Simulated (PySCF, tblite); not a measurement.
**C6H7F: geometry, infrared bands and NMR shifts**

Wanted: the infrared bands and NMR shifts of C6H7F (`C=CC1=C(CF)C1`), by calculation.

The runs use tblite 0.8.0 and PySCF 2.14.0, with density-fitted response routines of our own; the level of theory stands in each step. All values are computed, except where a source is named. Atoms count from 0, in the outputs and in this text.

## Step 1: The molecule as given

14 atoms, charge 0, multiplicity 1; geometry from: force field or distance geometry start.

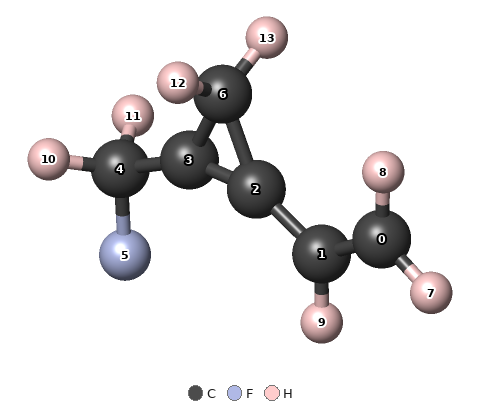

As it starts; carbon dark grey, fluorine light blue, hydrogen pink, atoms numbered.

## Step 2: Optimising the geometry with GFN2-xTB

What the job is given:

```
{"job": {"kind": "relax", "xc": "GFN2-xTB", "basis": "xTB"}, "charge": 0, "multiplicity": 1}
C      2.061800     1.597700     0.668400
C      1.576200     0.447300     0.184700
C      0.235500     0.155400     0.068600
C     -0.770000    -0.595500    -0.263000
C     -1.406600    -1.798900    -0.738200
F     -0.487600    -2.728100    -1.116200
C     -1.083900     0.710100     0.270200
H      3.128900     1.772900     0.752700
H      1.401100     2.400200     0.989500
H      2.273400    -0.334700    -0.109000
H     -2.043100    -2.250400     0.020100
H     -2.026800    -1.584700    -1.620100
H     -1.443300     0.756000     1.301800
H     -1.416100     1.452200    -0.431700
```

Run with:

```sh
OMP_NUM_THREADS=1 python probes_run.py task.json out
```

The driver reads the jobs from task.json and runs them one after another.

Standard output:

```text
step      E/eV     max force
  0    -571.97423    2.873
  1    -572.07543    1.988
  2    -572.11642    1.283
  3    -572.14759    0.465
  4    -572.16936    0.373
  5    -572.18471    0.383
  6    -572.19308    0.217
  7    -572.19724    0.141
  8    -572.19860    0.097
  9    -572.19910    0.057
 10    -572.19935    0.039
 11    -572.19957    0.039
 12    -572.19975    0.042
 13    -572.19991    0.038
 14    -572.20007    0.036
 15    -572.20030    0.049
 16    -572.20065    0.063
 17    -572.20107    0.059
 18    -572.20144    0.048
 19    -572.20170    0.037
 20    -572.20190    0.050
 21    -572.20212    0.053
 22    -572.20237    0.047
 23    -572.20262    0.039
 24    -572.20286    0.038
 25    -572.20311    0.047
 26    -572.20333    0.038
 27    -572.20347    0.032
 28    -572.20356    0.020
 29    -572.20362    0.020
 30    -572.20367    0.018
 31    -572.20372    0.019
 32    -572.20376    0.020
 33    -572.20379    0.014
 34    -572.20382    0.013
 35    -572.20384    0.014
 36    -572.20387    0.014
 37    -572.20391    0.018
 38    -572.20395    0.017
 39    -572.20398    0.017
 40    -572.20401    0.013
 41    -572.20403    0.012
 42    -572.20404    0.008
```

It took 0.33 s on 1 thread of Arm Neoverse N1, shared host; peak memory 0.18 GiB.

Relaxation path: (not every step is listed)

```
step  energy from step 0 (eV)  largest force (eV/Å)
   0                   0.0000                2.8733
   1                  -0.1012                1.9884
   2                  -0.1422                1.2827
   3                  -0.1734                0.4652
   4                  -0.1951                0.3735
   5                  -0.2105                0.3830
   6                  -0.2188                0.2171
   7                  -0.2230                0.1412
   8                  -0.2244                0.0966
  10                  -0.2251                0.0395
  12                  -0.2255                0.0422
  14                  -0.2258                0.0360
  16                  -0.2264                0.0628
  18                  -0.2272                0.0478
  20                  -0.2277                0.0495
  22                  -0.2281                0.0475
  24                  -0.2286                0.0377
  26                  -0.2291                0.0381
  28                  -0.2293                0.0203
  30                  -0.2294                0.0185
  32                  -0.2295                0.0195
  34                  -0.2296                0.0132
  36                  -0.2296                0.0144
  37                  -0.2297                0.0177
  38                  -0.2297                0.0171
  39                  -0.2297                0.0166
  40                  -0.2298                0.0130
  41                  -0.2298                0.0117
  42                  -0.2298                0.0083
```

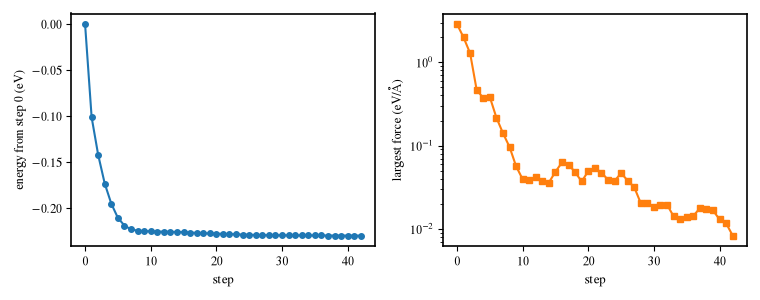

Energy and largest force along the relaxation.

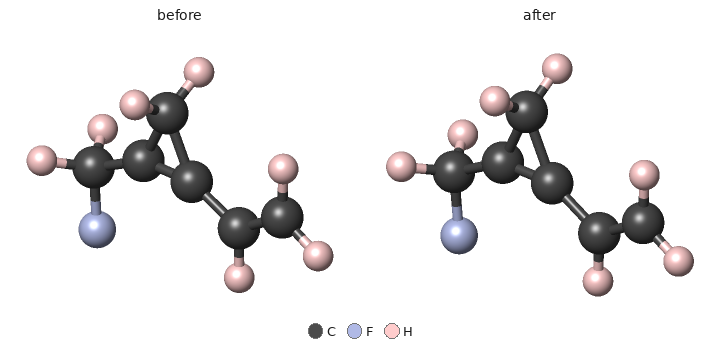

Before and after, at one scale.

Distances of close pairs at the start and the end, largest changes first:

```
  bond  before (Å)  after (Å)  change (Å)
 C2–C6       1.445      1.505      +0.059
 C3–C6       1.445      1.500      +0.055
 C1–C2       1.377      1.418      +0.041
 C3–C4       1.442      1.463      +0.021
 C4–F5       1.360      1.376      +0.015
 C2–C3       1.298      1.311      +0.013
C4–H10       1.088      1.099      +0.011
C6–H13       1.074      1.085      +0.011
```

The next job starts from the end point, and lists it.

## Step 3: Infrared spectrum with GFN2-xTB

What the job is given:

```
{"job": {"kind": "ir", "xc": "GFN2-xTB", "basis": "xTB"}, "charge": 0, "multiplicity": 1}
C      2.107127     1.574228     0.659841
C      1.610219     0.430877     0.190563
C      0.217989     0.185429     0.076124
C     -0.793746    -0.583679    -0.247118
C     -1.383349    -1.822816    -0.755518
F     -0.418301    -2.734803    -1.116103
C     -1.151982     0.767467     0.296988
H      3.166687     1.743205     0.738786
H      1.460132     2.374822     0.978011
H      2.258774    -0.374697    -0.130131
H     -2.006743    -2.305607     0.010283
H     -1.991230    -1.631920    -1.651169
H     -1.547316     0.847372     1.304021
H     -1.528940     1.529651    -0.376745
```

Standard output:

```text
mode    cm-1     km/mol
  1      64.2      6.91
  2      92.5      3.72
  3      99.3      2.53
  4     213.1      0.36
  5     242.0      2.91
  6     310.1      0.14
  7     440.5      8.88
  8     496.3      0.22
  9     658.2      0.39
 10     745.3      2.77
 11     822.8      1.63
 12     875.7     10.85
 13     925.3      0.44
 14     985.1      7.42
 15    1001.5     10.25
 16    1007.9     43.54
 17    1033.8     44.19
 18    1035.2     22.84
 19    1047.5      8.56
 20    1186.0      2.09
 21    1187.8      4.27
 22    1256.6     11.07
 23    1283.2      3.03
 24    1308.7     13.43
 25    1399.3      0.00
 26    1410.8      2.93
 27    1485.6      2.49
 28    1643.0      4.19
 29    1920.2     20.42
 30    2881.4     18.84
 31    2900.6     34.78
 32    3002.0     59.88
 33    3020.0     61.43
 34    3051.5     28.36
 35    3106.2     12.06
 36    3139.1     35.00
```

It took 0.56 s on 1 thread of Arm Neoverse N1, shared host; peak memory 0.18 GiB.

The strongest bands and the atoms that carry them (share of the mass-weighted mode):

```
cm⁻¹  km/mol                        atoms
1008    43.5             C4 34 %, F5 24 %
1034    44.2    C4 24 %, F5 14 %, H7 10 %
1035    22.8  H13 26 %, H12 26 %, C6 20 %
2901    34.8           H11 48 %, H10 48 %
3002    59.9           H13 47 %, H12 43 %
3020    61.4           H12 50 %, H13 46 %
3052    28.4                      H9 92 %
3139    35.0             H7 65 %, H8 25 %
```

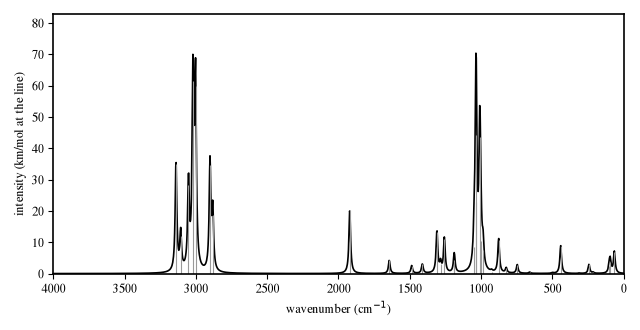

The infrared spectrum from these modes, unscaled. Lines are broadened to a width of 14 cm⁻¹ (Lorentzian).

## Step 4: Shielding tensors: PBE0/pcSseg-1

The job, as its differences from that of step 3:

```diff
@@ -1,2 +1,2 @@
-{"job": {"kind": "ir", "xc": "GFN2-xTB", "basis": "xTB"}, "charge": 0, "multiplicity": 1}
+{"job": {"kind": "nmr", "xc": "PBE0", "basis": "pcSseg-1"}, "charge": 0, "multiplicity": 1}
 C      2.107127     1.574228     0.659841
```

With the program's defaults for keys left out, this is: GIAO PBE0/pcSseg-1 NMR shielding, non-relativistic, gas phase.

Standard output:

```text
coarse grid: 11944 points
cycle   1  E = -332.0610574695  dE =  1.074e+00  |g| = 5.224e-01  |ddm| = 3.488e+00
cycle   2  E = -332.0212070759  dE =  3.985e-02  |g| = 7.259e-01  |ddm| = 1.112e+00
cycle   3  E = -332.1128488079  dE = -9.164e-02  |g| = 1.172e-01  |ddm| = 6.812e-01
cycle   4  E = -332.1156625223  dE = -2.814e-03  |g| = 5.061e-02  |ddm| = 1.637e-01
cycle   5  E = -332.1162537448  dE = -5.912e-04  |g| = 1.396e-02  |ddm| = 5.769e-02
cycle   6  E = -332.1162977932  dE = -4.405e-05  |g| = 2.543e-03  |ddm| = 1.473e-02
cycle   7  E = -332.1162992348  dE = -1.442e-06  |g| = 5.430e-04  |ddm| = 3.707e-03
final grid: 116456 points
cycle   8  E = -332.1650424114  dE = -3.078e-05  |g| = 7.426e-03  |ddm| = 4.716e-02
cycle   9  E = -332.1650404979  dE =  1.913e-06  |g| = 8.471e-03  |ddm| = 1.640e-02
cycle  10  E = -332.1650560490  dE = -1.555e-05  |g| = 1.207e-03  |ddm| = 8.525e-03
cycle  11  E = -332.1650562820  dE = -2.331e-07  |g| = 1.829e-04  |ddm| = 1.140e-03
cycle  12  E = -332.1650562842  dE = -2.168e-09  |g| = 1.504e-04  |ddm| = 3.011e-04
cycle  13  E = -332.1650562901  dE = -5.887e-09  |g| = 1.570e-05  |ddm| = 1.684e-04
cycle  14  E = -332.1650562901  dE = -3.763e-11  |g| = 9.269e-06  |ddm| = 1.903e-05
converged SCF energy = -332.1650562901

GIAO shielding tensors (ppm)
atom      isotropic    diamagn.    paramagn.     s11        s22        s33       span
  0 C       56.029     254.666    -198.637    -52.536     56.266    164.356    216.892
  1 C       55.738     253.276    -197.538    -63.238     61.683    168.769    232.008
  2 C       69.007     255.741    -186.734    -58.941    103.333    162.630    221.570
  3 C       66.001     263.617    -197.616    -51.700     90.720    158.983    210.683
  4 C      100.062     239.962    -139.900     65.197     80.421    154.568     89.371
  5 F      423.370     473.296     -49.926    405.615    411.565    452.931     47.316
  6 C      175.752     250.346     -74.594    142.182    148.667    236.407     94.226
  7 H       25.768      28.441      -2.673     23.480     25.156     28.669      5.189
  8 H       25.874      31.486      -5.612     22.697     24.826     30.099      7.402
  9 H       24.510      30.826      -6.316     21.846     23.339     28.345      6.499
 10 H       25.667      26.803      -1.135     21.249     25.987     29.767      8.518
 11 H       25.667      26.795      -1.127     21.247     25.986     29.769      8.523
 12 H       30.538      31.725      -1.187     25.351     27.175     39.089     13.738
 13 H       30.536      31.721      -1.185     25.352     27.171     39.085     13.733
```

It took 41 s on 1 thread of Arm Neoverse N1, shared host; peak memory 0.71 GiB.

The references, computed at this level on geometries of the same kind, shield at (ppm): 1H TMS 31.72, 13C TMS 186.9, 19F CFCl3 170.9. Their shielding less the atom's gives the shift. The references are single molecules in the gas phase, so shifts against H2O, NH3, PH3, H3PO4 or CFCl3 are not on the usual liquid scales and can be off by tens of ppm. Atoms listed in one row are averaged.

```
   atoms                                 environment  σ (ppm)  δ (ppm)  δ scaled to CDCl3
      C1                                   alkene CH     55.7    131.2              126.1
      C0                        terminal =CH2 carbon     56.0    130.9              125.8
      C3             fully substituted alkene carbon     66.0    120.9              116.1
      C2             fully substituted alkene carbon     69.0    117.9              113.2
      C4                 allylic sp3 CH2 bonded to F    100.1     86.9               82.9
      C6                  three-membered-ring carbon    175.8     11.2                9.0
      H9                    hydrogen on an alkene CH    24.51     7.21               6.90
H10, H11  hydrogen on an allylic sp3 CH2 bonded to F    25.67     6.05               5.81
      H7          hydrogen on a terminal =CH2 carbon    25.77     5.95               5.71
      H8          hydrogen on a terminal =CH2 carbon    25.87     5.84               5.61
H12, H13    hydrogen on a three-membered-ring carbon    30.54     1.18               1.22
      F5                   fluorine on an sp3 carbon    423.4   -252.4                  –
```

The scaled column applies a straight-line fit of computed shieldings to shifts measured in CDCl3, and one for carbons that bear F (root-mean-square error 0.16 ppm for H, 1.9 ppm for C).

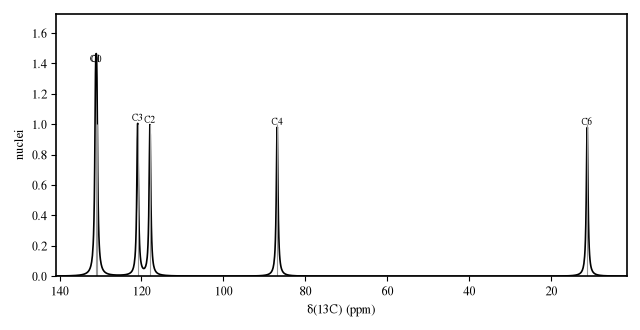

13C lines at the computed shifts, without couplings. Lines are broadened to a width of 0.48 ppm (Lorentzian).

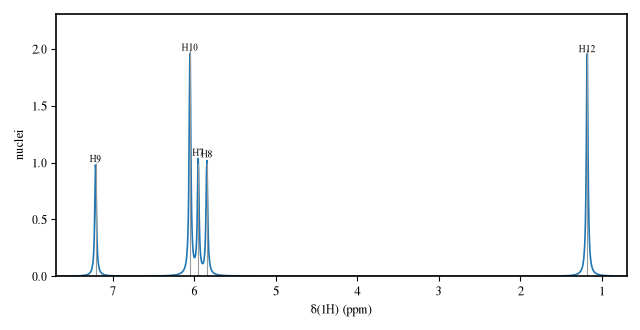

1H lines at the computed shifts, without couplings. Lines are broadened to a width of 0.02 ppm (Lorentzian).

The run also stored atomic charges by several schemes (e):

```
atoms  Mulliken    IAO  Hirshfeld  ESP fit
   C0     -0.12  -0.29      -0.08    -0.34
   C1     -0.21  -0.15      -0.04    -0.24
   C2     -0.06   0.00       0.00     0.16
   C3     -0.24  -0.02      -0.01     0.02
   C4      0.25   0.03       0.03    -0.07
   F5     -0.33  -0.32      -0.12    -0.21
   C6     -0.14  -0.29      -0.10    -0.32
```

IAO charges:

C0 -0.29; C1 -0.15; C2 0.00; C3 -0.02; C4 0.03; F5 -0.32; C6 -0.29; H7 0.16; H8 0.16; H9 0.16; H10 0.16; H11 0.16; H12 0.12; H13 0.12

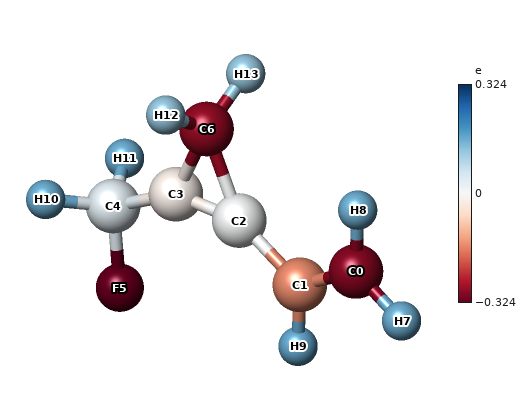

IAO charges, as colours on the atoms.

Mayer bond orders: C0–C1 1.88, C1–C2 1.15, C2–C3 1.57, C3–C4 1.07, C4–F5 0.90, C3–C6 0.91, C6–C2 0.91.

Ring of atoms C2, C3, C6: NICS(0) -31.2, NICS(1) -7.5, NICS(1)zz -15.7 ppm (means of both faces).

In rings of three or four atoms NICS is ruled by the nearby σ bonds, so it says little on aromaticity.

Orbitals, density, ELF and potential are computed afterwards from the orbital file.

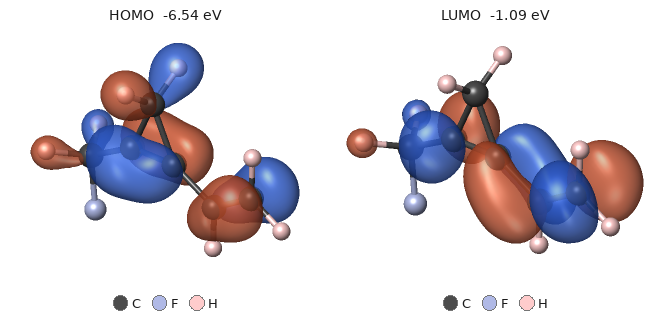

Frontier orbitals at PBE0/pcSseg-1; each surface holds 70 % of the orbital's density, blue and red mark the sign.

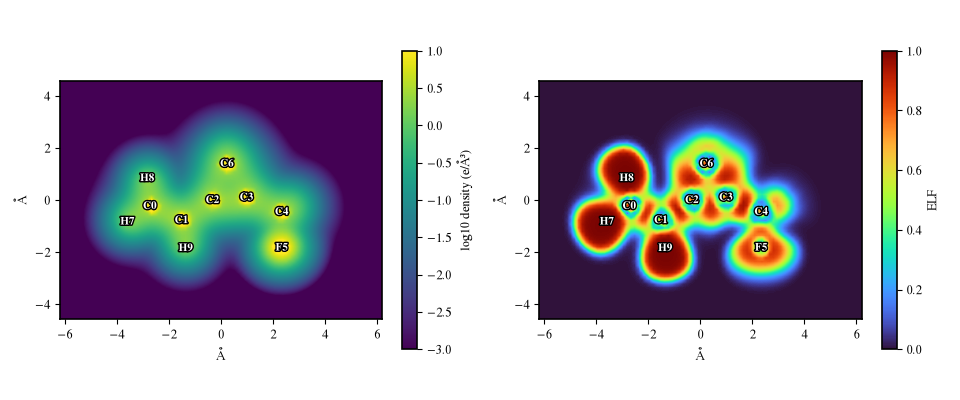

Density (left) and ELF (right) in a plane through or near 10 of the atoms.

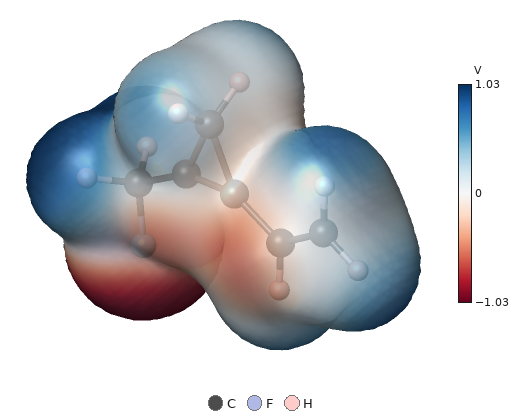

Electrostatic potential on the surface of density 0.002 e/bohr³; red is low, blue high. It runs from -1.02 V near F5 to 1.03 V near H11.

## Step 5: Outcome

```
                                                              quantity                                       value
                             strongest single infrared mode (GFN2-xTB)                        3020 cm⁻¹, 61 km/mol
                                          zero-point energy (GFN2-xTB)                               67.6 kcal/mol
                                13C shifts against TMS (PBE0/pcSseg-1)  131.2, 130.9, 120.9, 117.9, 86.9, 11.2 ppm
1H shifts against TMS (PBE0/pcSseg-1, means over atoms taken as alike)            7.21, 6.05, 5.95, 5.84, 1.18 ppm
                              19F shifts against CFCl3 (PBE0/pcSseg-1)                                  -252.4 ppm
                                 surface potential, least and greatest                          -1.02 V and 1.03 V
```

What this shows: Relaxing lowered the energy by 0.230 eV in 42 steps; the close pair that moved most is C2–C6, from 1.445 to 1.505 Å. All 36 modes are real, so the xTB geometry is a minimum. The strongest single mode, at 3020 cm⁻¹, moves mainly H12 and H13. GFN2-xTB is a fitted tight-binding method: band positions and strengths are rough. Its intensities can rank the bands wrongly. H9 (hydrogen on an alkene CH) lies farthest downfield among hydrogen, at 7.21 ppm; attached to an sp2 carbon and in the plane of the double bond. By nearest atom (PBE0/pcSseg-1), the HOMO sits on C3 27 %; C0, C2 about 19 % each and the LUMO on C0, C3 about 24 % each; C1, C2 about 14 % each.
